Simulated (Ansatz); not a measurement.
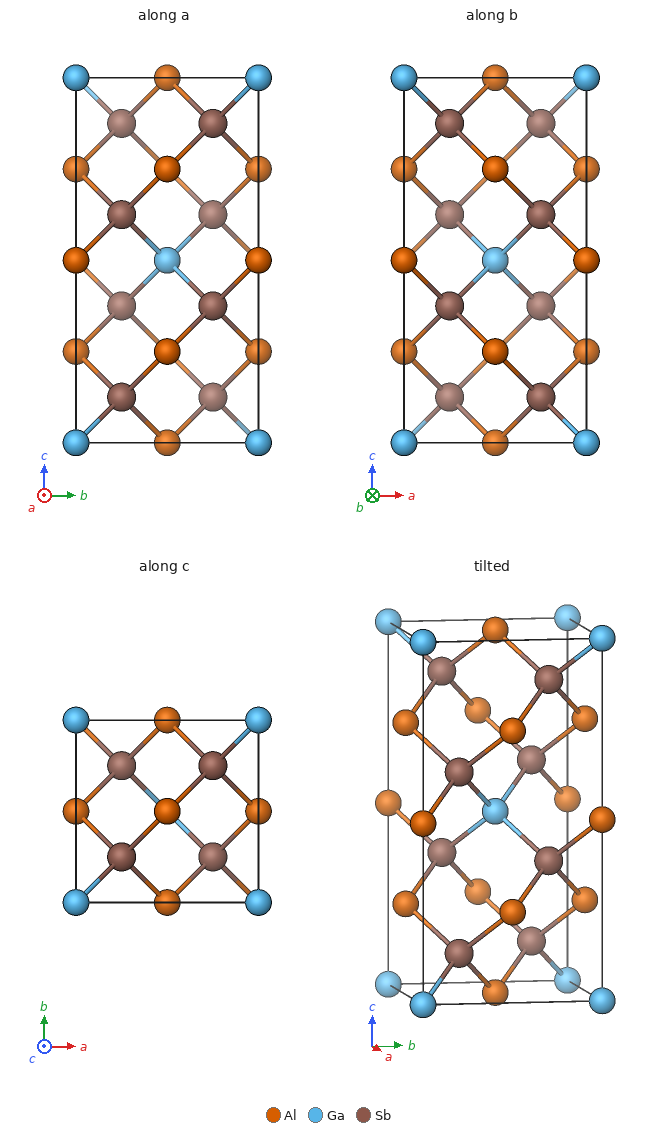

Structure drawing (ball-and-stick), viewed along the a axis, along the b axis, along the c axis and slightly off an axis. One conventional unit cell is framed, with atoms on its boundary repeated.

Lattice parameters: a = 6.222 Å, b = 6.222 Å, c = 12.445 Å, α = 90.00°, β = 90.00°, γ = 90.00°. Put a along x and b in the xy plane.

Convert the drawing into a POSCAR file.

Answer.
```
Al Ga Sb
1.0
     6.222    0.000    0.000
     0.000    6.222    0.000
     0.000    0.000   12.445
Al Ga Sb
6 2 8
Direct
  0.5000 0.5000 0.0000
  0.5000 0.0000 0.2500
  0.0000 0.5000 0.2500
  0.0000 0.0000 0.5000
  0.0000 0.5000 0.7500
  0.5000 0.0000 0.7500
  0.0000 0.0000 0.0000
  0.5000 0.5000 0.5000
  0.2502 0.2502 0.3750
  0.7498 0.7498 0.3750
  0.2498 0.7502 0.1250
  0.7502 0.2498 0.1250
  0.7502 0.7502 0.8750
  0.2498 0.2498 0.8750
  0.7498 0.2502 0.6250
  0.2502 0.7498 0.6250
```

Starting structure: a structure type filled with these elements by a generator (whether the compound takes this form wasn't checked). The picture shows the end point of a geometry optimisation with DFT PBE, scalar-relativistic, plane waves, PAW (Ansatz 0.2.0).
